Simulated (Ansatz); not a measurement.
# Ni(111) film of 2 layers: electron–phonon coupling and resistivity, part 3 of 4

How good a conductor is Ni(111) film of 2 layers when only phonons scatter, and how much computing does the answer need?

Ansatz 0.2.0; DFT PBE, scalar-relativistic, plane waves, PAW.

So far, log mean phonon energy ħω_log, spin up (meV): step 5 (resistivity: q 2×2×1, k 8×8×1, scattering 12×12×1) 11.9. Also resistivity at 300 K (μΩ cm): step 5 12.3.

### 6. Coupling and resistivity: q 3×3×1, k 12×12×1, scattering 18×18×1

The next rung changes the q mesh, which sets the reach of the force constants and couplings; the k mesh of the density and its response; the scattering mesh, which samples the Fermi surface.

input.yaml

```yaml
crystal:
  lattice:
    - [2.425417036, 0.0, 0.0]
    - [-1.212708518, 2.1004727679, 0.0]
    - [0.0, 0.0, 27.8645450283]
  atoms:
    - { symbol: Ni, position: [0.0, 0.0, 0.197748515], spin: 0.84 }
    - { symbol: Ni, position: [0.3333333333, 0.6666666667, 0.269952285], spin: 0.84 }
  periodic: [true, true, false]
kpoints:
  mp_grid: { grid: [12, 12, 1] }
hamiltonian:
  xc: pbe
scf:
  occupations: { method: gaussian, width: 0.15 }
output:
  eigenvalues: true
  populations: true
magnetization:
  spin_polarized: true
phonons:
  method: dfpt
  qmesh: [3, 3, 1]
  temperatures: { t_max: 1000, t_step: 50 }
  qpath:
    path:
      - [0.0, 0.0, 0.0]
      - [0.5, 0.0, 0.0]
      - [0.33333333, 0.33333333, 0.0]
      - [0.0, 0.0, 0.0]
    npoints: 10
  electrical_resistivity:
    mesh: [18, 18, 1]
    temperatures: [20.0, 50.0, 77.0, 100.0, 150.0, 200.0, 300.0, 400.0, 600.0, 800.0]
```

The run is started by

```
ansatz run input.yaml --threads 4 --pin off --max-ram 16384MiB --backend cpu --events-out ev --progress --plain --runs-dir out
```

Numbers of over 12 decimals in the logs are rounded to 6 here.

Log:

```text
[...]
Crystal: 2 atoms, lattice volume = 141.957 Å³
Basis set: ecut = 420 eV, 2691 PW (Γ), exchange–correlation on 36×36×384 points (8 copies of the dense FFT grid, shifted against one another)
Bands: 23, of which v1, the nominal top of the filled ones, is band 18 counted from 1 (17 counted from 0)
Symmetry: 12 space group operations
[...]
k-points: 19 of 144
[...]
Starting moments: Σ|m| = 1.68 μB on 2 of 2 sites
[...]
SCF 1 converged in 12 iterations: F = -11678.209457 eV  dr2 = 2.75e-9
[...]
k-points: 19 of 144 (irreducible under 6 space group operations, time reversal used)
[...]
SCF iter  11: F=-11678.209457 eV  HF=-11678.209457 eV  |F-HF|=5.64e-11  |Δ(HF+E_count)|=  3.82e-11  Δρ=1.92e-8 (↑1.92e-8 ↓1.82e-8)  dr2=9.19e-13  dr2_m=1.46e-15  M=1.275 μB ∫|m|=1.482 μB  ethr=1.00e-12  ⟨swp⟩=9.2  Hψ=5935  notcnv=0
SCF 2 converged in 11 iterations: F = -11678.209457 eV  dr2 = 9.19e-13
[...]
SCF iter  11: F=-11678.209457 eV  HF=-11678.209457 eV  |F-HF|=1.64e-11  |Δ(HF+E_count)|=  3.82e-11  Δρ=1.90e-8 (↑1.90e-8 ↓1.80e-8)  dr2=8.99e-13  dr2_m=1.41e-15  M=1.275 μB ∫|m|=1.482 μB  ethr=1.00e-12  ⟨swp⟩=2.6  Hψ=2772  notcnv=0
SCF 3 converged in 11 iterations: F = -11678.209457 eV  dr2 = 8.99e-13
[...]
SCF converged after 11 iterations
Magnetization: 1.2755 μB (18.6377 up, 17.3623 down)
Absolute magnetization: 1.4833 μB (∫|ρ↑−ρ↓|, with the PAW one-centre terms)
[...]
Per-site moments (μB) at R_I (Å): [(0.679959, 1.000485), (0.679959, 1.000485)]
Free energy (F): -11678.209457 eV
[...]
Internal energy: -11678.161374 eV  (E = F + TS)
E sigma→0 (E₀):  -11678.185415 eV
Entropy (-TS):   -0.048084 eV (-24.042 meV/atom)
Fermi energy:    -5.068667 eV
[...]
--- Band table (eV; the first three rows and the last of 38) ---
  k-point 0 ↑: bands = [... 14 lower, -7.2915, -6.6959, -6.1184, -6.1184, -5.6910, -5.6910, -4.7918, -0.4030, ... 1 higher]
  k-point 1 ↑: bands = [... 14 lower, -7.1939, -6.7834, -6.1747, -6.1575, -5.9091, -5.6871, -4.0949, -0.1823, ... 1 higher]
  k-point 2 ↑: bands = [... 14 lower, -6.9678, -6.9186, -6.5695, -6.2340, -5.6864, -5.4791, -2.8810, 0.4788, ... 1 higher]
  k-point 18 ↓: bands = [... 14 lower, -6.7586, -5.6536, -5.0770, -5.0770, 1.0487, 1.4264, 1.4264, 4.0128, ... 1 higher]
[...]
ASR residual: 4.442e-5 → 0.000e0 eV/Å²; symmetrization residual: 1.049e-7 eV/Å²
[...]
ASR residual per site (eV/Å²): 4.44e-5 4.44e-5
  Γ frequencies (cm⁻¹): 0.00 0.00 0.00 99.48 99.48 236.80
--- Phonons (arbitrary-q DFPT): 3 irreducible q on the 3×3×1 mesh ---
[...]
q = [0.0000, 0.3333, 0.0000] (star 6, 6 solved perturbations on 78 of 144 k-point pairs; hermiticity 2.35e-8, symmetrization 7.62e-12, taken by the last average 3.61e-9): 92.02 144.43 177.37 184.36 254.39 270.73
[...]
interpolated dispersion: 31 rows × 6 modes
[...]
--- Electrical resistivity: potentials and phonons of a 3×3×1 supercell ---
[...]
at the Fermi level of each mesh (of a tensor half of its trace):
[...]
18×18×1     up              0.3834              2.0538    0.0837    0.0660          12.241
        18×18×1   down              2.6762              1.8419    0.4465    0.5127          17.709
          9×9×1     up              0.3625              2.1421    0.0713    0.0664          14.195
          9×9×1   down              3.2554              1.7732    0.4737    0.5730          18.270
  resistivity on the deck's mesh, µΩ·cm:
[...]
20.00     2.5513e-2              no     2.5513e-2     2.5513e-2      0.0000e0       6.4695e-2         9.3406e-2
     50.00     6.1755e-1              no     6.1755e-1     6.1755e-1      0.0000e0       9.4949e-1          1.3226e0
     77.00      1.7932e0              no      1.7932e0      1.7932e0      0.0000e0        2.3696e0          3.1521e0
    100.00      3.0469e0              no      3.0469e0      3.0469e0      0.0000e0        3.7631e0          4.9221e0
    150.00      5.9584e0              no      5.9584e0      5.9584e0      0.0000e0        6.8814e0          8.8765e0
    200.00      8.7990e0              no      8.7990e0      8.7990e0      0.0000e0        9.9282e0          1.2730e1
    300.00      1.4199e1              no      1.4199e1      1.4199e1      0.0000e0        1.5809e1          2.0167e1
    400.00      1.9416e1              no      1.9416e1      1.9416e1      0.0000e0        2.1558e1          2.7451e1
    600.00      2.9669e1              no      2.9669e1      2.9669e1      0.0000e0        3.2963e1          4.1879e1
    800.00      3.9875e1              no      3.9875e1      3.9875e1      0.0000e0        4.4630e1          5.6249e1
  sheet resistance at 20 K: 0.09156 Ω
[...]
sheet resistance at 50 K: 2.216 Ω
[...]
sheet resistance at 77 K: 6.435 Ω
[...]
sheet resistance at 100 K: 10.93 Ω
[...]
sheet resistance at 150 K: 21.38 Ω
[...]
sheet resistance at 200 K: 31.58 Ω
[...]
sheet resistance at 300 K: 50.96 Ω
[...]
sheet resistance at 400 K: 69.68 Ω
[...]
sheet resistance at 600 K: 106.5 Ω
[...]
sheet resistance at 800 K: 143.1 Ω
[...]
vibrations of 9 cells: unjudged by the run; compare a larger repeat
[...]
--- Löwdin populations: 2 sites ---
  site symbol       q [e]    m [muB]
     0     Ni     17.7922     0.6722
     1     Ni     17.7922     0.6722
  spilling = 0.011546 (of n_electrons = 36.000000)
```

Elapsed: 4.9 min, on 4 threads of Arm Neoverse V1, shared host; peak memory 1.6 GiB; 18 min of CPU time.

Numbers from this step:

```yaml
magnetization: 1.275 μB
absolute_magnetization: 1.483 μB
site_moments: 0.6800, 0.6800 μB
zero_point_energy: 0.06811 eV/cell
highest_frequency_solved_or_plainly_interpolated: 297.1 cm⁻¹
sheet_resistance_300k: 50.96 Ω/square, mean in the plane
resistivity_at_300_k: 14.2 μΩ cm, mean of the axes, of the whole cell with its vacuum
coupling_lambda_by_branch: 0.152, 0.059, 0.0602, 0.0552, 0.0462, 0.029 (branches by rank of frequency)
coupling_constant_lambda_spin_up: 0.08373
coupling_constant_lambda_spin_down: 0.4465
log_mean_phonon_energy_omega_log_spin_up: 12.24 meV
log_mean_phonon_energy_omega_log_spin_down: 17.71 meV
density_of_states_at_the_fermi_level_spin_up: 0.3834 states/eV a spin and cell
density_of_states_at_the_fermi_level_spin_down: 2.676 states/eV a spin and cell
transport_coupling_constant_lambda_tr_spin_up: 0.06598, 0.06598, 0 (xx, yy, zz)
transport_coupling_constant_lambda_tr_spin_down: 0.5127, 0.5127, 0 (xx, yy, zz)
```

One curve a spin channel. The Eliashberg function α²F by phonon energy:

| phonon energy (meV) | α²F up | α²F tr up | α²F down | α²F tr down |
| --- | --- | --- | --- | --- |
| 2.5 | 9.7e-4 | 3.7e-5 | 0.003 | 9.2e-4 |
| 5.0 | 0.0150 | 0.00331 | 0.00521 | 0.00381 |
| 7.5 | 0.0206 | 0.0107 | 0.0172 | 0.0166 |
| 10.0 | 0.0170 | 0.0110 | 0.0427 | 0.0350 |
| 12.5 | 0.0210 | 0.0184 | 0.144 | 0.0782 |
| 15.0 | 0.0138 | 0.0168 | 0.241 | 0.244 |
| 17.5 | 0.0146 | 0.0152 | 0.0781 | 0.105 |
| 20.0 | 0.0323 | 0.0385 | 0.325 | 0.510 |
| 22.5 | 0.0296 | 0.0338 | 0.456 | 0.446 |
| 25.0 | 0.0128 | 0.0220 | 0.127 | 0.183 |
| 27.5 | 0.0129 | 0.0196 | 0.106 | 0.164 |
| 30.0 | 0.00768 | 0.00980 | 0.0843 | 0.0692 |
| 32.5 | 0.0269 | 0.0292 | 0.189 | 0.315 |
| 35.0 | 0.0249 | 0.0279 | 0.125 | 0.173 |

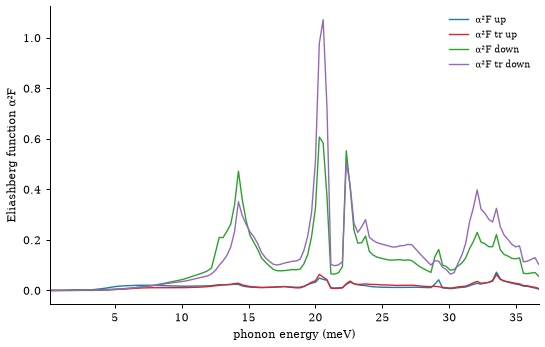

Eliashberg function α²F against phonon energy.

Some states were left unconverged by the eigensolver. By its own test the run is not converged in the mesh. λ = 0.401 and 51.0 Ω per square at 300 K, against 0.315 and 44.1 in the run with q 2×2×1, k 8×8×1, scattering 12×12×1 (+27.2 % and +15.4 %). By the run's own test λ of one spin channel moves by 15 % between its two finest scattering meshes.

(Continued in part 4 of 4.)

[Logs are printed without paths, hosts, clocks, repeated set-up lines and the standing remarks that a program may print on its own settings, such as how far it seeks lower states.]

[Hosts, paths, dates, database ids (printed as entryN), source tags and the programs' standing remarks are cut or masked in the printed files.]
